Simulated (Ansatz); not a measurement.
# One shape, several levels: SnH3Cl (SnClH3)

We compute a comparison of 6 runs (BHLYP/STO-3G, BLYP/STO-3G, PBE0/STO-3G, SVWN5/STO-3G, CCSDT/STO-3G, UCCSD(T)/STO-3G) of SnH3Cl (SnClH3). 

The results are computed with Ansatz 0.2.0.

58 further runs of the same task are left out: 6 that didn't finish, 52 set aside as unsound or not needed.

### 1 The structure to begin with

SnH3Cl: 5 atoms, total charge 0, spin state singlet. As SMILES, `[H][Sn]([H])([H])[Cl]`. The H5–Sn1 distance was set to 4.184 Å, away from the relaxed value. At this shape a bond of the SMILES string is far longer than usual.

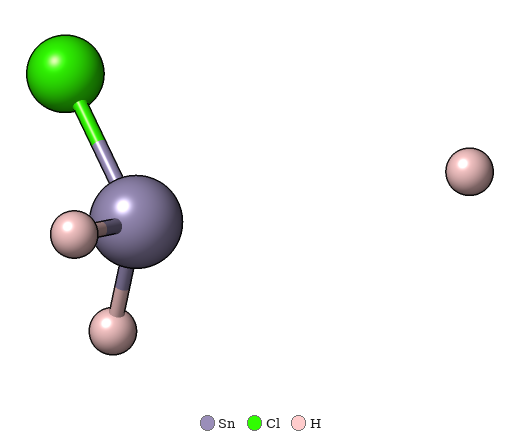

Viewed from a chosen angle; tin purple, chlorine green, hydrogen pink.

### 2 A single-point energy at BHLYP/STO-3G (run 1)

molecule.yaml

```yaml
basis:
  gaussian:
    orbitals: STO-3G
crystal:
  periodic: [false, false, false]
  atoms:
    - {symbol: Sn, position_ang: [1.192741, 2.061642, 0.653552]}
    - {symbol: Cl, position_ang: [1.204321, 2.041492, 2.934132]}
    - {symbol: H, position_ang: [2.779401, 2.071722, 0.121032]}
    - {symbol: H, position_ang: [0.389731, 3.441242, 0.149042]}
    - {symbol: H, position_ang: [-0.795190, -1.373000, -0.673310]}
hamiltonian:
  xc: {name: BHLYP}
accuracy: high
```

Started as:

```bash
ansatz run molecule.yaml --threads 1 --pin off --max-ram 2610MiB --events-out events.jsonl --progress --plain --runs-dir runs
```

Log:

```text
Warning: RAYON_NUM_THREADS=1 ignored (pool sized by the plan → 1); use --threads N
Functional definition: BHLYP
  name "BHLYP"
  parameter a = 0.5
  exchange = (1 - a)*b88_x + a*exact_x
  correlation = lyp_c
701 factors; integrals over basis functions are off by at most 4.9e-9 eV
mean field evaluation 1: about -174751.3797 eV, gradient 1.5e1 eV
mean field evaluation 2: about -174749.4901 eV, gradient 1.4e1 eV
mean field evaluation 4: about -174759.1077 eV, gradient 5.0e0 eV
mean field evaluation 8: about -174759.3143 eV, gradient 1.1e-1 eV
mean field evaluation 16: about -174759.3017 eV, gradient 6.2e-5 eV
mean field -174759.30167242 eV, -6422.2858803521 hartree, gradient 7.4e-8 eV, S^2 0.000000; 0 other end points of the search recorded, 0 dependent functions left out
reference -174759.30169490 eV, -6422.2858811785 hartree; 35, 35 occupied and 4, 4 virtual orbitals, 701 factors
Total energy: -174759.30169490 eV, -6422.2858811785 hartree
```

It took 2.3 s on 1 thread of Arm Neoverse V1, shared host; peak memory 0.13 GiB.

### 3 The energy at BLYP/STO-3G (run 2)

input.yaml

```yaml
crystal:
  periodic: [false, false, false]
  atoms:
    - {symbol: Sn, position_ang: [1.192741, 2.061642, 0.653552]}
    - {symbol: Cl, position_ang: [1.204321, 2.041492, 2.934132]}
    - {symbol: H, position_ang: [2.779401, 2.071722, 0.121032]}
    - {symbol: H, position_ang: [0.389731, 3.441242, 0.149042]}
    - {symbol: H, position_ang: [-0.795190, -1.373000, -0.673310]}
basis:
  gaussian:
    orbitals: STO-3G
hamiltonian:
  xc: {name: BLYP}
accuracy: high
```

Started as:

```bash
ansatz run input.yaml --threads 1 --pin off --max-ram 2610MiB --events-out events.jsonl --progress --plain --runs-dir runs
```

Log:

```text
Warning: RAYON_NUM_THREADS=1 ignored (pool sized by the plan → 1); use --threads N
Functional definition: BLYP
  name "BLYP"
  parameter beta = 0.0042
  parameter a = 0.04918
  parameter b = 0.132
  parameter c = 0.2533
  parameter d = 0.349
  exchange = b88_x(beta = beta)
  correlation = lyp_c(a = a, b = b, c = c, d = d)
701 factors; integrals over basis functions are off by at most 4.9e-9 eV
mean field evaluation 1: about -174739.3822 eV, gradient 2.0e1 eV
mean field evaluation 2: about -174735.2505 eV, gradient 2.8e1 eV
mean field evaluation 4: about -174741.2752 eV, gradient 7.8e0 eV
mean field evaluation 8: about -174741.4655 eV, gradient 6.5e0 eV
mean field evaluation 16: about -174749.8585 eV, gradient 2.8e-8 eV
mean field -174749.85854986 eV, -6421.9388519991 hartree, gradient 2.4e-8 eV, S^2 0.000000; 1 other end points of the search recorded, 0 dependent functions left out
reference -174749.85859460 eV, -6421.9388536430 hartree; 35, 35 occupied and 4, 4 virtual orbitals, 701 factors
Total energy: -174749.85859460 eV, -6421.9388536430 hartree
```

Run time: 4.2 s. Hardware: 1 thread of Arm Neoverse V1, shared host; peak memory 0.11 GiB.

### 4 A single-point energy at PBE0/STO-3G (run 3)

run.yaml

```yaml
crystal:
  periodic: [false, false, false]
  atoms:
    - symbol: Sn
      position_ang: [1.192741, 2.061642, 0.653552]
    - symbol: Cl
      position_ang: [1.204321, 2.041492, 2.934132]
    - symbol: H
      position_ang: [2.779401, 2.071722, 0.121032]
    - symbol: H
      position_ang: [0.389731, 3.441242, 0.149042]
    - symbol: H
      position_ang: [-0.795190, -1.373000, -0.673310]
basis:
  gaussian:
    orbitals: STO-3G
hamiltonian:
  xc: {name: PBE0}
accuracy: high
```

Started as:

```bash
ansatz run run.yaml --threads 1 --pin off --max-ram 2610MiB --events-out events.jsonl --progress --plain --runs-dir runs
```

Log:

```text
Warning: RAYON_NUM_THREADS=1 ignored (pool sized by the plan → 1); use --threads N
Functional definition: PBE0
  name "PBE0"
  parameter a = 0.25
  parameter kappa = 0.804
  parameter beta = 0.06672455060314922
  exchange = (1 - a)*pbe_x(kappa = kappa, mu = beta*pi^2/3) + a*exact_x
  correlation = pbe_c(beta = beta)
701 factors; integrals over basis functions are off by at most 4.9e-9 eV
mean field evaluation 1: about -174734.1592 eV, gradient 1.6e1 eV
mean field evaluation 2: about -174732.0728 eV, gradient 1.8e1 eV
mean field evaluation 4: about -174735.7314 eV, gradient 8.9e0 eV
mean field evaluation 8: about -174736.3201 eV, gradient 1.2e1 eV
mean field evaluation 16: about -174743.1934 eV, gradient 1.1e-8 eV
mean field -174743.19344377 eV, -6421.6939138681 hartree, gradient 1.7e-8 eV, S^2 0.000000; 0 other end points of the search recorded, 0 dependent functions left out
reference -174743.19344539 eV, -6421.6939139275 hartree; 35, 35 occupied and 4, 4 virtual orbitals, 701 factors
Total energy: -174743.19344539 eV, -6421.6939139275 hartree
```

Run time: 2.9 s. Hardware: 1 thread of Arm Neoverse V1, shared host; peak memory 0.13 GiB.

Runs 4 to 5 aren't shown in full; the table further down has their settings and results.

### 5 The energy at UCCSD(T)/STO-3G (run 6)

molecule.yaml

```yaml
crystal:
  periodic: [false, false, false]
  atoms:
    - symbol: Sn
      position_ang: [1.192741, 2.061642, 0.653552]
    - symbol: Cl
      position_ang: [1.204321, 2.041492, 2.934132]
    - symbol: H
      position_ang: [2.779401, 2.071722, 0.121032]
    - symbol: H
      position_ang: [0.389731, 3.441242, 0.149042]
    - symbol: H
      position_ang: [-0.795190, -1.373000, -0.673310]
basis:
  gaussian:
    orbitals: STO-3G
accuracy: high
correlation:
  method: ccsd_t
  frozen_orbitals: {Cl: 5, H: 0, Sn: 18}
scf:
  omitted_lower_state_checks: [cluster_reference, increment]
magnetization:
  spin_polarized: true
```

Started as:

```bash
ansatz run molecule.yaml --threads 1 --pin off --max-ram 2610MiB --events-out events.jsonl --progress --plain --runs-dir runs
```

Log:

```text
Warning: RAYON_NUM_THREADS=1 ignored (pool sized by the plan → 1); use --threads N
[... 14 lines left out ...]
23 core orbitals not correlated: weight in the atoms' cores, before any rotation towards them, 1.000 or more for the frozen orbitals, at most 0.000 for the correlated occupied ones
[... 27 lines left out ...]
Total energy: -174685.94163909 eV, -6419.5899488524 hartree
Checks for a lower state left out: cluster_reference, increment
```

Run time: 2.4 s. Hardware: 1 thread of Arm Neoverse V1, shared host; peak memory 0.13 GiB.

### 6 All runs side by side

```csv
run,level,frozen core orbitals,energy (Eh),wall time
1,BHLYP/STO-3G,–,-6422.285881,2.3 s
2,BLYP/STO-3G,–,-6421.938854,4.2 s
3,PBE0/STO-3G,–,-6421.693914,2.9 s
4,SVWN5/STO-3G,–,-6414.818169,2.3 s
5,CCSDT/STO-3G,23,-6419.590230,1.3 s
6,UCCSD(T)/STO-3G,23,-6419.589949,2.4 s
```

### 7 What came out

| quantity | value |
| --- | --- |
| run 6: total energy | -6419.58995 Eh |
| run 6: correlation energy (23 core orbitals frozen) | -43.9 mEh |
| run 6: (T) correction | -0.54 mEh |
| run 6: ⟨S²⟩ of the reference determinant | 1.001 |
| run 6: T1 diagnostic | 0.005 |

What this shows: Totals of different functionals can't be ranked against each other. In run 5 the log says that unrestricted orbitals would lower the reference, so the values rest on an unstable closed-shell determinant (other closed-shell runs at this shape may share the fault). In runs 1, 2, 3, 4, 5, 6 the basis is minimal, so the values are rough. In runs 1, 2, 3, 4 a closed-shell determinant meets a far-stretched bond, which it describes badly. In runs 1, 2, 3, 4, 5, 6 relativity is left out where basis or elements ask for it. Spin contamination of the reference: run 6 ⟨S²⟩ = 1.00. Where it is this large, the reference is a mixture of spin states, and values that rest on it are in doubt. All runs together took 15 s, the longest 4.2 s.
